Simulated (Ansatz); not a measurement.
**CH3F2Si (SMILES [CH2][SiH](F)F) (doublet): density, localisation and related maps**

```xyz
7

C    -0.6029    1.3795   -0.3519
F     1.0238   -0.0177    1.5414
F    -0.2064   -1.4209   -0.2756
Si    0.5638   -0.0050   -0.0257
H    -0.2729    2.3517   -0.7562
H    -1.6820    1.3039   -0.1332
H     1.7986    0.0343   -0.8618
```

Geometry: PBE-D3(BJ)/def2-SVP.

Method: Ansatz, isolated molecule in a Gaussian basis; Kohn-Sham density functional theory, functional PBE0.

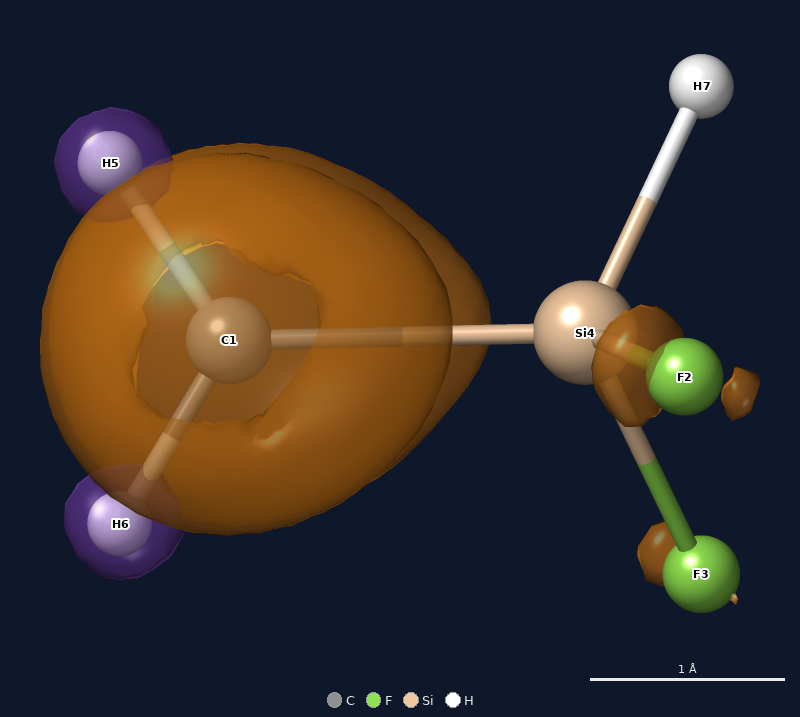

Figure 1. Isosurfaces of the spin density (α minus β) at +0.03 (orange) and −0.03 e/Å³ (purple), seen at a tilt.

> Describe the spin distribution.

The unpaired spin (1 electron) lies mostly on C1 (about 0.8) and Si4 (about 0.1), in electrons by Hirshfeld's partition.

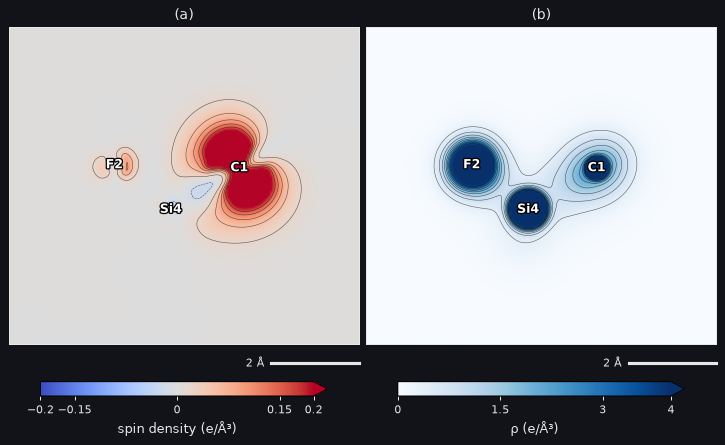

Figure 2. (a) spin density (α minus β); (b) electron density on the plane of atoms C1, Si4 and F2.

> Read the bonding off the picture.

The section cuts through C, F and Si sites.
Si–F (1.63 Å): ρ is about 1.1 e/Å³ halfway.
C–Si (1.84 Å): ρ is about 1 e/Å³ halfway.

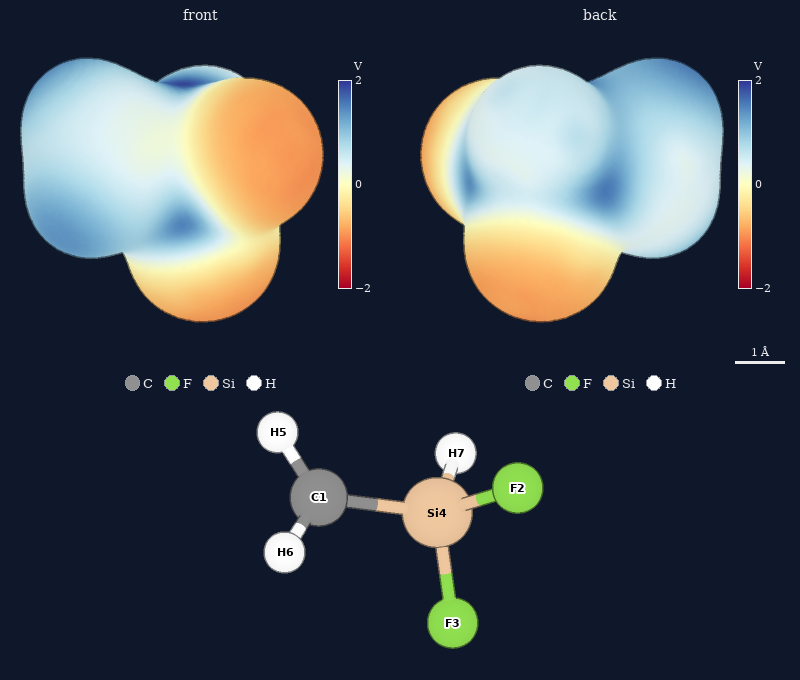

Figure 3. The electrostatic potential painted on the density surface at 0.002 e/bohr³, seen from the front and from behind; the colour scale runs from red (negative) to blue (positive). The bare structure is drawn below in the same view.

> Where is the surface potential most negative and most positive?

The most negative region (about −0.9 V) lies over F2 and F3, the most positive (about +1.8 V) over Si4.

> How polar is the molecule by this calculation?

Its dipole moment is 2.42 D.
